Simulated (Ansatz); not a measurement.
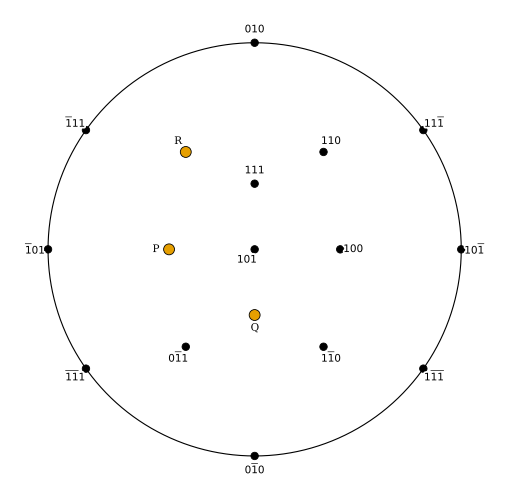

Crystal: Al₂P, the end point of a relaxation with Ansatz 0.2.0, DFT PBE, scalar-relativistic, plane waves, PAW; the starting structure was generated, so it need not be a known form of this composition. Stereographic projection of plane normals (upper hemisphere) centred on (1 0 1). The drawing is computed from the coordinates (standard cell, symmetry found to 0.002 Å).

a = 7.402 Å, b = 7.402 Å, c = 7.402 Å, α = 90.00°, β = 90.00°, γ = 90.00°.

Question: Index the poles marked P, Q, R.

Answer: P is (0 0 1), 45.0° from the centre; Q is (1 −1 1), 35.3° from the centre; R is (0 1 1), 60.0° from the centre.

Question: What is the angle between the normals of (0 −1 0) and (1 −1 1), and what are their d_hkl = 1/|g|?

Answer: 54.7°; d = 7.402 Å and 4.274 Å.
